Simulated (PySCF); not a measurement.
# C₂₀H₁₂BN: electronic excitations, NMR shifts

What do calculations give for the electronic excitations, NMR shifts of C₂₀H₁₂BN (`B1C=Cc2c3c4c(ccc5ccc6cccc2c6c54)C=CN13`)?

Programs: PySCF 2.14.0, with routines of our own; each step states its level. All values are computed. Atoms count from 0.

## Step 1: The system as given

34 atoms, charge 0, multiplicity 1; geometry from: GFN2-xTB.

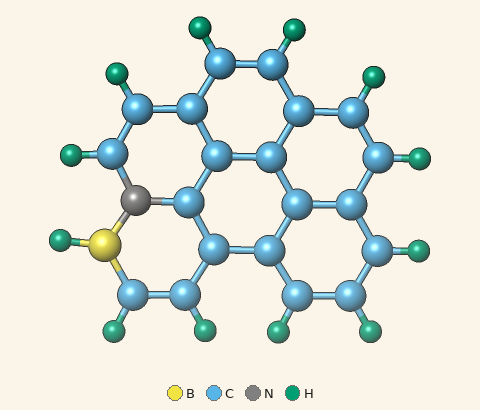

The starting geometry (boron yellow, carbon blue, nitrogen grey, hydrogen teal).

## Step 2: Electronic excitations: B3LPY/def2-SVP

What the job is given:

```
{"job": {"kind": "uv", "basis": "def2-SVP", "grid": 1, "kgrid": 1, "vcut": 1.5, "nstates": 3, "ntriplets": 0, "tda": true, "delta": [], "pop": false, "xc": "B3LPY", "max_iter": 3, "scf": {"max_cycle": 55}}, "charge": 0, "multiplicity": 1}
B      0.982662    -1.617660    -3.403080
C     -0.316723    -0.997641    -3.824250
C     -1.048898    -0.293522    -2.915364
C     -0.631019    -0.120033    -1.571916
C      0.580344    -0.690021    -1.149662
C      1.023493    -0.530266     0.198431
C      2.237705    -1.098481     0.631236
C      2.662860    -0.935571     1.955724
C      1.904784    -0.222496     2.845550
C      0.689597     0.358159     2.452463
C     -0.104192     1.099521     3.368787
C     -1.274757     1.656397     2.981114
C     -1.751313     1.520500     1.646565
C     -2.959063     2.096188     1.248106
C     -3.394518     1.948058    -0.049779
C     -2.648617     1.232184    -0.971652
C     -1.434292     0.635109    -0.629596
C     -0.983831     0.786622     0.706725
C      0.240869     0.206214     1.119827
C      2.996392    -1.832604    -0.326959
C      2.539379    -1.956680    -1.585419
N      1.359728    -1.412626    -2.032661
H      1.698815    -2.241888    -4.088403
H     -0.713567    -1.079205    -4.828178
H     -1.983797     0.152230    -3.222510
H      3.598250    -1.382297     2.259874
H      2.234130    -0.097596     3.866732
H      0.253101     1.206106     4.383079
H     -1.877609     2.219977     3.679114
H     -3.542306     2.654954     1.965048
H     -4.328952     2.393513    -0.359409
H     -3.039596     1.149406    -1.972488
H      3.931442    -2.282842    -0.034205
H      3.091429    -2.505955    -2.332020
```

Method: B3LPY/def2-SVP.

Command:

```bash
> OMP_NUM_THREADS=1 python large_run.py task.json out
```

This one command runs all jobs of the session in turn.

The log of the run:

```text
KeyError: "LibXCFunctional: name 'B3LPY' not found."
```

Run time: 0.05 s. Hardware: 1 thread of Arm Neoverse V2, shared host.

Why it failed: No functional is called B3LPY: the name is misspelt. The remedy is to type the name correctly.

## Step 3: Electronic excitations: TDDFT PBE0/def2-SVP

The job, as its differences from that of step 2:

```diff
@@ -1,2 +1,2 @@
-{"job": {"kind": "uv", "basis": "def2-SVP", "grid": 1, "kgrid": 1, "vcut": 1.5, "nstates": 3, "ntriplets": 0, "tda": true, "delta": [], "pop": false, "xc": "B3LPY", "max_iter": 3, "scf": {"max_cycle": 55}}, "charge": 0, "multiplicity": 1}
+{"job": {"kind": "uv", "basis": "def2-SVP", "grid": 1, "kgrid": 0, "vcut": null, "nstates": 10, "ntriplets": 0, "tda": false, "delta": [], "pop": false, "xc": "PBE0", "scf": {"guess": "minao"}}, "charge": 0, "multiplicity": 1}
 B      0.982662    -1.617660    -3.403080
```

With the program's defaults for keys left out, this is: TDDFT PBE0/def2-SVP, vertical, gas phase, core orbitals frozen in the response.

The log of the run:

```text
final grid: 130145 points
cycle   1  E = -847.3835445327  dE =  4.951e+00  |g| = 5.435e-01  |ddm| = 8.411e+00
cycle   2  E = -847.3173674972  dE =  6.618e-02  |g| = 7.459e-01  |ddm| = 1.932e+00
cycle   3  E = -847.4633996028  dE = -1.460e-01  |g| = 1.922e-01  |ddm| = 1.088e+00
cycle   4  E = -847.4735770759  dE = -1.018e-02  |g| = 5.524e-02  |ddm| = 3.508e-01
cycle   5  E = -847.4742607086  dE = -6.836e-04  |g| = 2.735e-02  |ddm| = 1.123e-01
cycle   6  E = -847.4744633919  dE = -2.027e-04  |g| = 4.409e-03  |ddm| = 3.683e-02
cycle   7  E = -847.4744665758  dE = -3.184e-06  |g| = 2.113e-03  |ddm| = 8.005e-03
cycle   8  E = -847.4744678260  dE = -1.250e-06  |g| = 4.176e-04  |ddm| = 2.882e-03
cycle   9  E = -847.4744687406  dE = -9.145e-07  |g| = 1.935e-04  |ddm| = 8.741e-04
cycle  10  E = -847.4744670353  dE =  1.705e-06  |g| = 5.620e-05  |ddm| = 4.571e-04
converged SCF energy = -847.4744670353

Static polarisability (au): isotropic 251.282, principal 90.041 317.981 345.824

Singlet excitations
state   eV       nm        f      main configurations
  1   3.1546    393.0   0.17111   H->L 0.88
  2   3.3378    371.5   0.12446   H->L+1 0.83, H-1->L 0.10
  3   3.8301    323.7   0.05053   H->L+2 0.81
  4   4.1720    297.2   0.06729   H->L+3 0.81, H-1->L 0.11
  5   4.4314    279.8   0.12350   H-1->L 0.39, H-2->L 0.37
  6   4.5281    273.8   0.18024   H-2->L 0.36, H-1->L 0.23, H-1->L+1 0.20
  7   4.6177    268.5   0.02284   H->L+4 0.86
  8   4.6338    267.6   0.20626   H-1->L+1 0.54, H-2->L 0.19
  9   4.9020    252.9   0.04649   H-2->L+1 0.79
 10   5.0499    245.5   0.03825   H-3->L 0.48, H-1->L+2 0.27, H-1->L+3 0.11
```

Run time: 2.6 min. Hardware: 1 thread of Arm Neoverse V2, shared host; peak memory 0.66 GiB.

Frontier orbitals and where they lie:

```csv
orbital,eV,atoms
HOMO−4,-7.98,"C11 11 %, C2 11 %, C15 9 %"
HOMO−3,-7.66,"C13 15 %, C20 14 %, C16 13 %"
HOMO−2,-7.06,"C10 16 %, C1 15 %, C11 10 %"
HOMO−1,-6.68,"C7 17 %, C14 12 %, C12 8 %"
HOMO,-5.41,"C3 11 %, C13 11 %, C15 10 %"
LUMO,-1.70,"C6 11 %, C20 10 %, C11 10 %"
LUMO+1,-1.41,"C2 13 %, C1 11 %, C18 10 %"
LUMO+2,-0.66,"C17 14 %, C14 14 %, C4 14 %"
LUMO+3,-0.45,"C20 11 %, C12 9 %, C15 9 %"
```

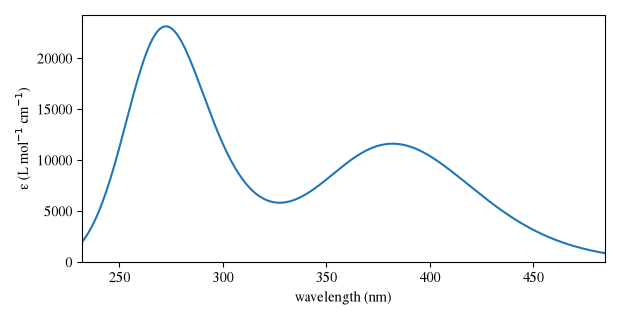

Absorption spectrum: each of the 10 states is a Gaussian band of 0.4 eV half-width at 1/e. Beyond the last state computed it falls off for lack of states.

Ground-state properties from the same run:

```csv
property,computed
dipole moment (D),1.71
polarisability (Å³),37.24
HOMO–LUMO gap (eV),3.72
−ε(HOMO) (eV),5.41
```

## Step 4: NMR shifts: GIAO LDA/6-31G

The job, as its differences from that of step 3:

```diff
@@ -1,2 +1,2 @@
-{"job": {"kind": "uv", "basis": "def2-SVP", "grid": 1, "kgrid": 0, "vcut": null, "nstates": 10, "ntriplets": 0, "tda": false, "delta": [], "pop": false, "xc": "PBE0", "scf": {"guess": "minao"}}, "charge": 0, "multiplicity": 1}
+{"job": {"kind": "nmr", "basis": "6-31G", "pop": false, "xc": "LDA"}, "charge": 0, "multiplicity": 1}
 B      0.982662    -1.617660    -3.403080
```

Method: GIAO LDA/6-31G NMR shielding, non-relativistic, gas phase.

The log of the run:

```text
start: PBE on a coarse grid of 29379 points
cycle   1  E = -847.8888315889  dE =  4.198e+00  |g| = 7.527e-01  |ddm| = 7.547e+00
cycle   2  E = -847.5864747947  dE =  3.024e-01  |g| = 1.235e+00  |ddm| = 2.912e+00
cycle   3  E = -847.9878911195  dE = -4.014e-01  |g| = 4.795e-01  |ddm| = 2.371e+00
cycle   4  E = -848.0610114750  dE = -7.312e-02  |g| = 8.085e-02  |ddm| = 8.168e-01
cycle   5  E = -848.0613860694  dE = -3.746e-04  |g| = 7.582e-02  |ddm| = 2.471e-01
cycle   6  E = -848.0631876815  dE = -1.802e-03  |g| = 1.486e-02  |ddm| = 1.228e-01
cycle   7  E = -848.0632291598  dE = -4.148e-05  |g| = 9.221e-03  |ddm| = 3.557e-02
final grid: 276191 points
cycle   8  E = -841.1848317448  dE = -1.022e-02  |g| = 4.561e-02  |ddm| = 8.701e-01
cycle   9  E = -841.1827796759  dE =  2.052e-03  |g| = 9.017e-02  |ddm| = 2.325e-01
cycle  10  E = -841.1852022197  dE = -2.423e-03  |g| = 2.678e-02  |ddm| = 1.668e-01
cycle  11  E = -841.1854354547  dE = -2.332e-04  |g| = 1.041e-02  |ddm| = 5.597e-02
cycle  12  E = -841.1854627703  dE = -2.732e-05  |g| = 2.284e-03  |ddm| = 1.466e-02
cycle  13  E = -841.1854638386  dE = -1.068e-06  |g| = 9.300e-04  |ddm| = 4.946e-03
cycle  14  E = -841.1854632813  dE =  5.573e-07  |g| = 2.611e-04  |ddm| = 1.697e-03
cycle  15  E = -841.1854642406  dE = -9.593e-07  |g| = 1.120e-04  |ddm| = 4.975e-04
cycle  16  E = -841.1854629808  dE =  1.260e-06  |g| = 2.765e-05  |ddm| = 2.189e-04
converged SCF energy = -841.1854629808

GIAO shielding tensors (ppm)
atom      isotropic    diamagn.    paramagn.     s11        s22        s33       span
  0 B       79.850     208.264    -128.414     37.295     81.260    120.993     83.698
  1 C       68.092     255.208    -187.115    -44.193     51.491    196.979    241.171
  2 C       65.067     263.671    -198.604    -36.304     46.274    185.233    221.537
  3 C       81.052     260.105    -179.053     12.673     48.003    182.479    169.806
  4 C       70.894     270.423    -199.530      3.514     41.482    167.686    164.172
  5 C       79.221     267.861    -188.639     11.181     29.279    197.205    186.024
  6 C       73.444     259.988    -186.544      3.210     20.909    196.213    193.003
  7 C       79.129     267.907    -188.778     -2.576     67.177    172.786    175.362
  8 C       72.845     269.158    -196.313    -10.228     58.711    170.052    180.281
  9 C       73.105     259.137    -186.031      6.425     16.453    196.439    190.014
 10 C       72.541     267.412    -194.871    -10.563     65.275    162.912    173.475
 11 C       71.527     266.105    -194.578    -11.565     63.308    162.838    174.402
 12 C       70.248     258.169    -187.921     -2.078     17.573    195.248    197.326
 13 C       76.843     267.116    -190.273     -4.467     64.329    170.665    175.132
 14 C       74.921     262.931    -188.010    -18.539     57.541    185.761    204.300
 15 C       82.444     268.608    -186.164     -2.094     62.912    186.515    188.609
 16 C       71.464     261.666    -190.202     -3.738     30.635    187.495    191.233
 17 C       78.826     267.704    -188.878     14.327     18.343    203.807    189.480
 18 C       78.616     267.427    -188.811     15.402     19.689    200.756    185.354
 19 C       82.478     266.210    -183.732      1.229     82.549    163.656    162.427
 20 C       63.267     256.390    -193.124    -15.221     73.613    131.408    146.629
 21 N       79.416     335.633    -256.217    -43.175     22.556    258.868    302.043
 22 H       25.849      30.702      -4.853     22.355     25.899     29.293      6.938
 23 H       24.076      26.654      -2.578     20.741     23.570     27.917      7.176
 24 H       22.886      33.432     -10.547     15.414     23.484     29.760     14.346
 25 H       24.580      27.595      -3.016     18.820     26.152     28.768      9.949
 26 H       24.325      27.784      -3.459     18.515     25.733     28.726     10.210
 27 H       24.498      27.182      -2.684     18.894     25.832     28.769      9.875
 28 H       24.426      26.560      -2.133     18.808     25.727     28.744      9.935
 29 H       24.533      27.077      -2.544     19.045     25.891     28.664      9.619
 30 H       24.237      26.196      -1.959     18.832     26.080     27.799      8.967
 31 H       23.611      34.053     -10.442     15.638     25.291     29.903     14.266
 32 H       25.162      26.863      -1.701     20.386     26.341     28.759      8.373
 33 H       24.100      27.455      -3.355     17.350     26.387     28.563     11.213
```

Run time: 22 s. Hardware: 1 thread of Arm Neoverse V2, shared host; peak memory 0.57 GiB.

The references, computed at this level on geometries of the same kind, shield at (ppm): 1H TMS 32.51, 13C TMS 198.3, 15N NH3 266.9. Their shielding less the atom's gives the shift. The references are single molecules in the gas phase, so shifts against H2O, NH3, PH3, H3PO4 or CFCl3 are not on the usual liquid scales and can be off by tens of ppm.

```csv
atoms,environment,σ (ppm),δ (ppm)
C20,alkene carbon bearing nitrogen,63.3,135.1
C2,alkene CH,65.1,133.3
C1,alkene CH,68.1,130.3
C12,ring-fusion aromatic carbon,70.2,128.1
C4,aromatic carbon bearing nitrogen,70.9,127.5
C16,ring-fusion aromatic carbon,71.5,126.9
C11,aromatic CH,71.5,126.8
C10,aromatic CH,72.5,125.8
C8,aromatic CH,72.8,125.5
C9,ring-fusion aromatic carbon,73.1,125.2
C6,substituted aromatic carbon,73.4,124.9
C14,aromatic CH,74.9,123.4
C13,aromatic CH,76.8,121.5
C18,ring-fusion aromatic carbon,78.6,119.7
C17,ring-fusion aromatic carbon,78.8,119.5
C7,aromatic CH,79.1,119.2
C5,ring-fusion aromatic carbon,79.2,119.1
C3,substituted aromatic carbon,81.1,117.3
C15,aromatic CH,82.4,115.9
C19,β carbon of an enol-ether or enamine type C=C,82.5,115.9
H24,hydrogen on an alkene CH,22.89,9.63
H31,hydrogen on an aromatic CH,23.61,8.90
H23,hydrogen on an alkene CH,24.08,8.44
H33,hydrogen on an alkene carbon bearing nitrogen,24.10,8.41
H30,hydrogen on an aromatic CH,24.24,8.28
H26,hydrogen on an aromatic CH,24.32,8.19
H28,hydrogen on an aromatic CH,24.43,8.09
H27,hydrogen on an aromatic CH,24.50,8.01
H29,hydrogen on an aromatic CH,24.53,7.98
H25,hydrogen on an aromatic CH,24.58,7.93
H32,hydrogen on a β carbon of an enol-ether or enamine type C=C,25.16,7.35
H22,"hydrogen on a boron bonded to C, N, in a 6-membered ring",25.85,6.66
B0,"boron bonded to C, N, H, in a 6-membered ring",79.8,–
N21,aniline-type nitrogen,79.4,187.5
```

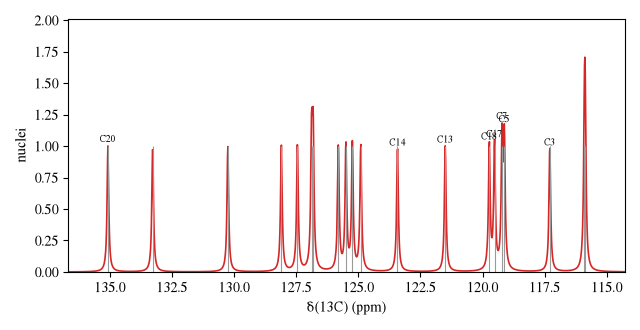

13C lines at the computed shifts, without couplings. Lines are broadened to a width of 0.08 ppm (Lorentzian).

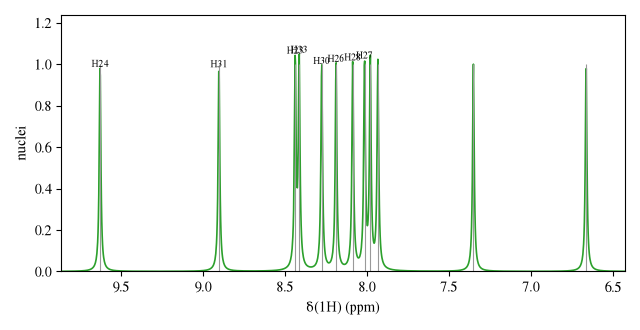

1H lines at the computed shifts, without couplings. Lines are broadened to a width of 0.01 ppm (Lorentzian).

Ring of atoms B0, C1, C2, C3, C4, N21: NICS(0) -5.4, NICS(1) -8.8, NICS(1)zz -21.1 ppm (means of both faces).

Ring of atoms C3, C4, C5, C16, C17, C18: NICS(0) 0.5, NICS(1) -3.9, NICS(1)zz -3.3 ppm (means of both faces).

Ring of atoms C4, C5, C6, C19, C20, N21: NICS(0) 1.4, NICS(1) -2.8, NICS(1)zz -1.6 ppm (means of both faces).

[end of part 1 of 2]
